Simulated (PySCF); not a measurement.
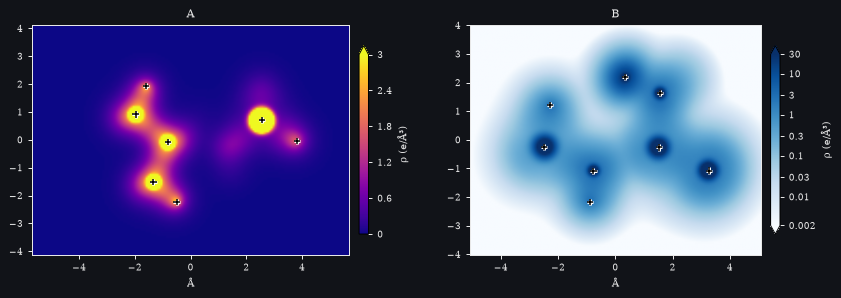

The electron density of 2 systems, each on a plane through atoms (crosses mark nuclei in the plane).

Theory: PySCF 2.14.0, PBE0/pcSseg-1, SCF density, gas phase, non-relativistic.

System 1: C5H16N2Si (SMILES CCN(N[SiH3])C(C)C), the plane of atoms C7, C6 and C8. Geometry: GFN2-xTB.

```yaml
atoms:
  - { symbol: C, position_ang: [-2.1584, -1.3635, 0.4865] }
  - { symbol: C, position_ang: [-0.8656, -1.1726, -0.2972] }
  - { symbol: N, position_ang: [-0.1796, 0.0224, 0.1625] }
  - { symbol: N, position_ang: [-0.8906, 1.1673, -0.2355] }
  - { symbol: Si, position_ang: [-1.0727, 2.4790, 0.8583] }
  - { symbol: C, position_ang: [1.2499, 0.0995, -0.1324] }
  - { symbol: C, position_ang: [2.0228, -0.8482, 0.7833] }
  - { symbol: C, position_ang: [1.6204, -0.1371, -1.6027] }
  - { symbol: H, position_ang: [-2.8030, -0.4992, 0.3536] }
  - { symbol: H, position_ang: [-1.9357, -1.4673, 1.5446] }
  - { symbol: H, position_ang: [-2.6794, -2.2535, 0.1417] }
  - { symbol: H, position_ang: [-0.2113, -2.0287, -0.1313] }
  - { symbol: H, position_ang: [-1.0978, -1.1122, -1.3751] }
  - { symbol: H, position_ang: [-0.8999, 1.3196, -1.2424] }
  - { symbol: H, position_ang: [-1.5703, 1.8968, 2.0996] }
  - { symbol: H, position_ang: [0.1522, 3.2468, 1.1479] }
  - { symbol: H, position_ang: [-2.0274, 3.3568, 0.1808] }
  - { symbol: H, position_ang: [1.5297, 1.1261, 0.1330] }
  - { symbol: H, position_ang: [1.8920, -1.8843, 0.4819] }
  - { symbol: H, position_ang: [1.6741, -0.7356, 1.8058] }
  - { symbol: H, position_ang: [3.0839, -0.6152, 0.7434] }
  - { symbol: H, position_ang: [1.0546, 0.5255, -2.2561] }
  - { symbol: H, position_ang: [1.4219, -1.1666, -1.8923] }
  - { symbol: H, position_ang: [2.6783, 0.0640, -1.7501] }
```

System 2: C4H8F3PSSi, the plane of atoms C8, Si9 and H15. Geometry: GFN2-xTB.

```xyz
18

F     2.5156    2.0262   -0.6794
C     2.0894    1.0404    0.1116
F     3.1342    0.5727    0.7965
F     1.2493    1.5885    1.0026
P     1.2770   -0.3487   -0.9147
S     2.4737   -1.1418   -2.1987
C    -0.4144    0.3216   -1.2741
C    -1.0354   -0.6754   -0.2631
Si   -2.1892    0.1386    1.0194
C     0.2647   -1.2643    0.3407
H    -0.7281    0.1811   -2.3085
H    -0.5391    1.3727   -1.0105
H    -1.5678   -1.4581   -0.8067
H    -2.6162   -0.9173    1.9359
H    -1.4294    1.1729    1.7151
H    -3.3104    0.7121    0.2772
H     0.4627   -0.9670    1.3713
H     0.3548   -2.3480    0.2670
```

Q: Which map belongs to which system?

A: Panel A is system 1, C5H16N2Si: the plane holds Si, C and H. C–C (1.53 Å): the density is about 1.6 e/Å³ at the midpoint. Panel B is system 2, C4H8F3PSSi: the plane holds C, F, P, S, Si and H. C–F (1.34 Å): the density is about 2.4 e/Å³ at the midpoint.
